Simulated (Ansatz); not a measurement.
## Electronic structure of C2H6AlF (SMILES C[CH](F)[AlH2]) in real space

The calculation's input:

```
crystal:
  periodic: [false, false, false]
  atoms:
    - {symbol: C, position_ang: [-0.591600, 0.047635, -1.159837]}
    - {symbol: C, position_ang: [-0.063034, -0.642810, 0.081055]}
    - {symbol: F, position_ang: [-1.141684, -1.267762, 0.739571]}
    - {symbol: Al, position_ang: [0.891340, 0.549237, 1.358388]}
    - {symbol: H, position_ang: [-1.116276, -0.661046, -1.807583]}
    - {symbol: H, position_ang: [-1.288687, 0.853034, -0.913537]}
    - {symbol: H, position_ang: [0.236199, 0.478130, -1.731334]}
    - {symbol: H, position_ang: [0.604338, -1.456773, -0.237403]}
    - {symbol: H, position_ang: [0.281052, 0.865445, 2.785454]}
    - {symbol: H, position_ang: [2.271455, 1.183710, 0.888327]}
basis:
  gaussian: {orbitals: def2-TZVPP}
hamiltonian: {xc: pbe0, dispersion: d4}
output: {orbitals: {seedname: orbitals}}
```

Command:

```sh
ansatz run in.yaml --threads 2 --pin off --events-out ev --progress --plain --max-ram 4352MiB
```

Geometry: PBE0-D4/def2-TZVP.

Level of theory: RKS PBE0-D4/def2-TZVPP in Ansatz 0.2.0.

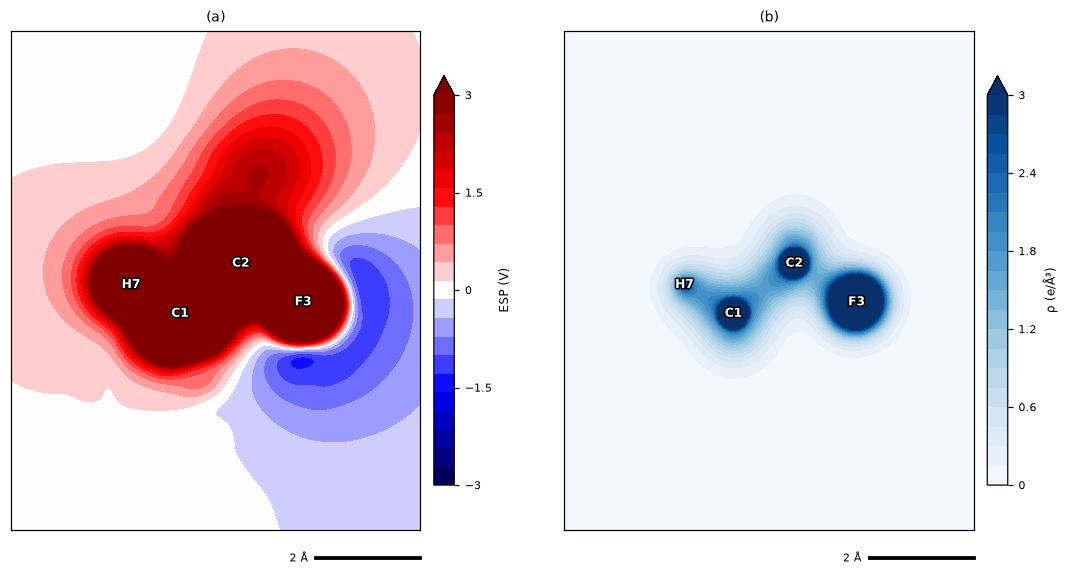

Figure 1. (a) electrostatic potential; (b) electron density on the plane of atoms C2, C1 and H7.

What do the fields say about this system?

- Atoms in the plane: C, F and H.
- C–F (1.41 Å): the density is about 1.9 e/Å³ at the midpoint, with its minimum of 1.5 e/Å³ about 0.5 Å from C.
- C–C (1.52 Å): the density is about 1.7 e/Å³ at the midpoint.
- C–H (1.09 Å): ρ at the midpoint is about 2 e/Å³.
- Outside the dense part of the molecule the potential is most negative (−1.4 V) near F3.

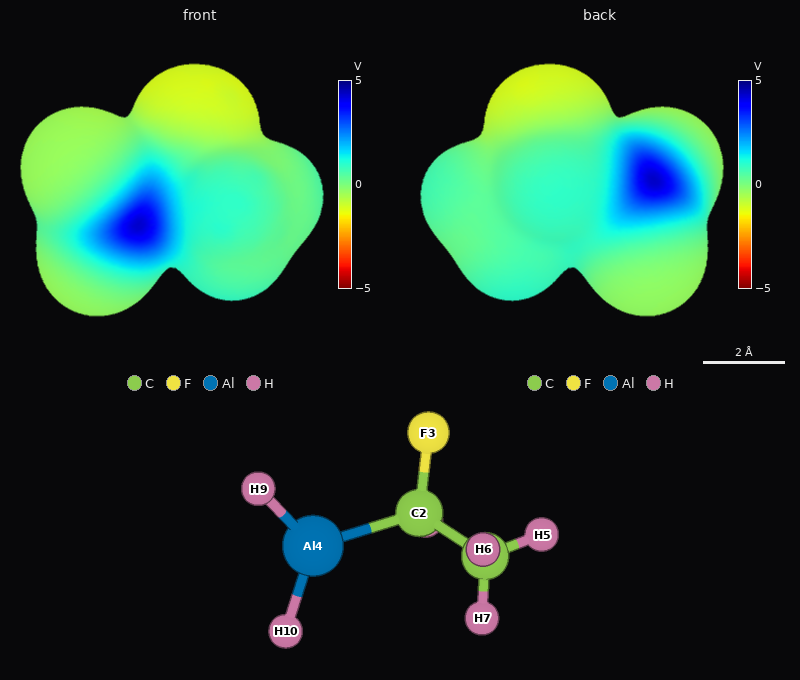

Figure 2. The electrostatic potential painted on the density surface at 0.002 e/bohr³, seen from the front and from behind; red is negative and blue positive. The bare structure is drawn below in the same view.

Where is the surface potential most negative and most positive?

The most negative region (about −1.2 V) lies over F3, the most positive (about +4.1 V) over Al4.

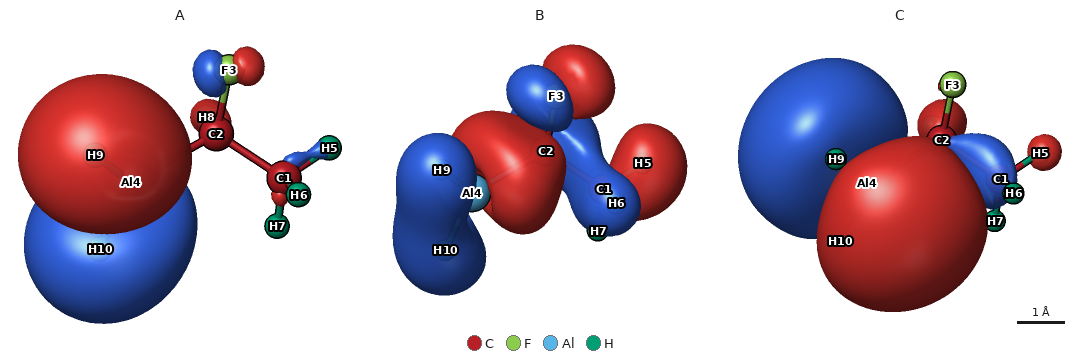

Figure 3. Three frontier orbitals at ±0.06 Å⁻³ᐟ² (blue and red are the two phases), in no order.

Order the three orbitals by energy and name them.

A is the HOMO−1 (−8.59 eV). By Hirshfeld shares it lies mainly on Al4 (about 35 %), H9 (about 30 %) and H10 (about 30 %). B is the HOMO (−7.47 eV). It lies mainly on C2 (about 35 %), Al4 (about 20 %), F3 (about 20 %) and C1 (about 5 %). C is the LUMO (−1.61 eV). By Hirshfeld shares it lies mainly on Al4 (about 75 %).

What is the HOMO–LUMO gap?

5.86 eV between the orbital energies.
